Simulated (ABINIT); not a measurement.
# Beyond one shot: Diamond (Fd-3m, 2 atoms a cell), part 3 of 3

How far does self-consistency move the gap of Diamond (Fd-3m, 2 atoms a cell)?

ABINIT 10.8.3; PBE and many-body steps on it, plane waves. Known limits of the many-body steps: not at the basis limit.

So far. Step 7 (evGW0, cycle 3): Against the cycle before, the gap moves by +0.008 eV. Step 10 (evGW, cycle 1): Against G0W0 in ABINIT (8×8×8 mesh, 88 bands, screening to 261.2 eV, Godby-Needs plasmon pole), the gap moves by +0.384 eV.

## (12) Screening, 8×8×8 mesh, 88 bands, screening to 261.2 eV

This step: RPA screening on PBE from quasiparticle energies, plane waves, norm-conserving pseudopotentials.

File run.abi:

```
acell 3*1.0 Angstrom
rprim 
  -0.000000000000 1.783370000000 1.783370000000
  1.783370000000 0.000000000000 1.783370000000
  1.783370000000 1.783370000000 0.000000000000
ntypat 1
znucl 6
natom 2
typat 1 1
xred 
  -0.000000000000 0.000000000000 -0.000000000000
  0.250000000000 0.250000000000 0.250000000000
pp_dirpath "pseudos"
pseudos "C.upf"
ecut 37
ngkpt 8 8 8
nshiftk 1
shiftk 0 0 0
kptopt 1
chksymbreak 0
istwfk *1
occopt 1
irdwfk 1
optdriver 3
nband 88
ecuteps 9.6
inclvkb 2
awtr 1
symchi 1
irdqps 1
gwcalctyp 10
nqptdm 28
qptdm 
  0.1250000000 0.0000000000 0.0000000000
  0.2500000000 0.0000000000 0.0000000000
  0.3750000000 0.0000000000 0.0000000000
  0.5000000000 0.0000000000 0.0000000000
  0.1250000000 0.1250000000 0.0000000000
  0.2500000000 0.1250000000 0.0000000000
  0.3750000000 0.1250000000 0.0000000000
  0.5000000000 0.1250000000 0.0000000000
  -0.3750000000 0.1250000000 0.0000000000
  -0.2500000000 0.1250000000 0.0000000000
  -0.1250000000 0.1250000000 0.0000000000
  0.2500000000 0.2500000000 0.0000000000
  0.3750000000 0.2500000000 0.0000000000
  0.5000000000 0.2500000000 0.0000000000
  -0.3750000000 0.2500000000 0.0000000000
  -0.2500000000 0.2500000000 0.0000000000
  0.3750000000 0.3750000000 0.0000000000
  0.5000000000 0.3750000000 0.0000000000
  -0.3750000000 0.3750000000 0.0000000000
  0.5000000000 0.5000000000 0.0000000000
  0.3750000000 0.2500000000 0.1250000000
  0.5000000000 0.2500000000 0.1250000000
  -0.3750000000 0.2500000000 0.1250000000
  0.5000000000 0.3750000000 0.1250000000
  -0.3750000000 0.3750000000 0.1250000000
  -0.2500000000 0.3750000000 0.1250000000
  -0.3750000000 0.5000000000 0.1250000000
  -0.2500000000 0.5000000000 0.2500000000
indata_prefix "in"
outdata_prefix "out"
tmpdata_prefix "tmp"
```

File mrgscr.stdin:

```
2
merged
q0_SCR
out_SCR
1
```

Run with:

```console
> OMP_NUM_THREADS=1 mpirun -n 8 abinit run.abi > log; mrgscr < mrgscr.stdin
```

Log:

```text
.Version 10.8.3 of ABINIT. v10.8.2 released Aug 2026.

 Symmetries : space group Fd -3 m (#227); Bravais cF (face-center cubic)
[... echo of the input left out ...]
== DATASET  1 ==================================================================
-   mpi_nproc: 8, omp_nthreads: 1 (-1 if OMP is not activated)

--- !DatasetInfo
iteration_state: {dtset: 1, }
dimensions: {natom: 2, nkpt: 29, mband: 88, nsppol: 1, nspinor: 1, nspden: 1, mpw: 869, }
cutoff_energies: {ecut:  37.0, pawecutdg:  -1.0, }
[...]
q-point number  1        q = ( 0.125000, 0.000000, 0.000000) [r.l.u.]
--------------------------------------------------------------------------------
[... chi0 elements left out ...]
  Average fulfillment of the sum rule on Im[epsilon] for q-point    2 :    112.83  [%]

--------------------------------------------------------------------------------
  q-point number  2        q = ( 0.250000, 0.000000, 0.000000) [r.l.u.]
--------------------------------------------------------------------------------
[... chi0 elements left out ...]
  Average fulfillment of the sum rule on Im[epsilon] for q-point    3 :    107.90  [%]

 [... 26 further q-points ...]
```

Wall time 55 s (8 MPI ranks of AMD EPYC 7R43, shared host); peak memory 1.3 GiB; 7.3 min of CPU time.

This step gave:

| Property | Result |
| --- | --- |
| plasma frequency | 31.18 eV |
| plane waves in the screening matrix | 113 |

This screening reads the quasiparticle levels of the cycle before.

## (13) evGW, cycle 2

This step: evGW on PBE, plane waves, norm-conserving pseudopotentials.

Edit run.abi of step 12 so:

```diff
@@ -23,12 +23,10 @@
 irdwfk 1
-optdriver 3
+optdriver 4
 nband 88
-ecuteps 9.6
-inclvkb 2
-awtr 1
-symchi 1
-irdqps 1
 gwcalctyp 10
-nqptdm 28
-qptdm 
+ecutsigx 37
+symsigma 1
+nkptgw 29
+kptgw 
+  0.0000000000 0.0000000000 0.0000000000
   0.1250000000 0.0000000000 0.0000000000
@@ -61,2 +59,36 @@
   -0.2500000000 0.5000000000 0.2500000000
+bdgw 
+  1 8
+  1 8
+  1 8
+  1 8
+  1 8
+  1 8
+  1 8
+  1 8
+  1 8
+  1 8
+  1 8
+  1 8
+  1 8
+  1 8
+  1 8
+  1 8
+  1 8
+  1 8
+  1 8
+  1 8
+  1 8
+  1 8
+  1 8
+  1 8
+  1 8
+  1 8
+  1 8
+  1 8
+  1 8
+ecuteps 9.6
+irdscr 1
+ppmodel 1
+irdqps 1
 indata_prefix "in"
```

Run with:

```console
> OMP_NUM_THREADS=1 mpirun -n 8 abinit run.abi > log
```

Log:

```text
.Version 10.8.3 of ABINIT. v10.8.2 released Aug 2026.

 Symmetries : space group Fd -3 m (#227); Bravais cF (face-center cubic)
[... echo of the input left out ...]
== DATASET  1 ==================================================================
-   mpi_nproc: 8, omp_nthreads: 1 (-1 if OMP is not activated)

--- !DatasetInfo
iteration_state: {dtset: 1, }
dimensions: {natom: 2, nkpt: 29, mband: 88, nsppol: 1, nspinor: 1, nspden: 1, mpw: 869, }
cutoff_energies: {ecut:  37.0, pawecutdg:  -1.0, }
[...]
.  kptgw no:  3; Maximum DeltaE = (  -0.025   0.010) for band index:  1
[...]
.  kptgw no: 28; Maximum DeltaE = (  -0.023   0.001) for band index:  1
.  kptgw no: 29; Maximum DeltaE = (  -0.033   0.001) for band index:  1

== END DATASET(S) ==============================================================
================================================================================

 -outvars: echo values of variables after computation  --------
           etotal      0.0000000000E+00
            nband          88
             nkpt          29
          spgroup         227
 [... the other variables as echoed above ...]

 Calculation completed.
```

The job ended after 11 min (8 MPI ranks; peak memory 2.3 GiB).

This step gave:

```
quasiparticle gap on the mesh                         : 5.892 eV
gap of the density functional on the mesh             : 4.190 eV
k of the valence top                                  : 0, 0, 0
k of the conduction bottom                            : 0.375, 0.375, 0
least direct quasiparticle gap on the computed points : 7.857 eV
```

Against the cycle before, the gap moves by +0.021 eV.

## (14) Side by side

Times are wall times on 8 MPI ranks of AMD EPYC 7R43, shared host, good to a factor of about two. A run's time includes the screening step that it read.

```
           run   mesh  bands  screening cutoff (eV)  DFT gap (eV)  gap on the mesh (eV)  direct (eV)  ε∞ used     time
          G0W0  8×8×8     88                  261.2         4.190                 5.487        7.407     5.52     37 s
evGW0, cycle 1  8×8×8     88                  261.2         4.190                 5.743        7.769     5.52  9.2 min
evGW0, cycle 2  8×8×8     88                  261.2         4.190                 5.634        7.578     5.52   11 min
evGW0, cycle 3  8×8×8     88                  261.2         4.190                 5.642        7.596     5.52   10 min
 evGW, cycle 1  8×8×8     88                  261.2         4.190                 5.871        7.835     4.84   11 min
 evGW, cycle 2  8×8×8     88                  261.2         4.190                 5.892        7.857     4.76   12 min
```

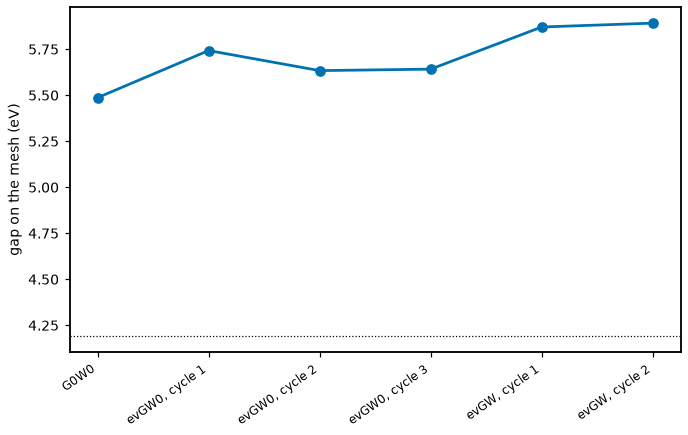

The gap through the cycles; the dotted line is the starting gap.

## (15) Outcome

```yaml
g0w0: 5.487 eV
evgw0_cycle_1: 5.743 eV
evgw0_cycle_2: 5.634 eV
evgw0_cycle_3: 5.642 eV
evgw_cycle_1: 5.871 eV
evgw_cycle_2: 5.892 eV
known_limits: not at the basis limit
```

In words: Only the bands that the input lists are updated; the others, empty or deep, keep the functional's energies or take a rigid shift. The evGW loop starts from the last levels of evGW0, so its cycles and time come on top of those. evGW0 ends at 5.64 eV, +0.15 eV from G0W0, after 3 cycles that took 29 min beside the first screening; the last moved the gap by 0.008 eV. evGW ends at 5.89 eV, +0.41 eV from G0W0, after 2 cycles that took 23 min beside the first screening; the last moved the gap by 0.021 eV. The first cycle of evGW0 takes the full correction, without the factor Z, so it overshoots the one-shot value. Against experiment, by evGW, cycle 2: the gap of 5.89 eV lies +0.39 eV from the measured 5.5 eV (kind not stated, quoted 2019); the gap of 5.89 eV lies +0.42 eV from the measured 5.47 eV (kind not stated, quoted 2024). These are gaps on the mesh, at modest bands and cutoff. The calculation has static nuclei and no excitons; a measured gap holds zero-point and thermal motion, which mostly lowers it. Bands and cutoff are finite, so the gap is not at the basis limit. The miss can reach some tenths of an eV and take either sign; the mesh is an error of its own. In the updated screening the q = 0 part is built from Kohn-Sham bands under a rigid shift, the other q from the quasiparticle levels.

[Paths, hosts, dates, memory and timing lines, banners, echoed tables and standing remarks are left out of the program output.]

[Logs are printed without paths, hosts, clocks, repeated set-up lines and the standing remarks that a program may print on its own settings, such as how far it seeks lower states.]

[Runs of the session that timed out or met a known fault of the program may be left out.]

[Hosts, paths, dates, database ids (printed as entryN), source tags and the programs' standing remarks are cut or masked in the printed files.]

[G0W0 gaps are taken among the corrected bands and points alone; a level outside them can change the order at an edge.]

[Where Ansatz stands beside ABINIT at settings called matched, ABINIT's density can come from a denser mesh and the files from another edition; pairs whose starting gaps differed by over 0.03 eV were left out, so agreement reads better than it is.]
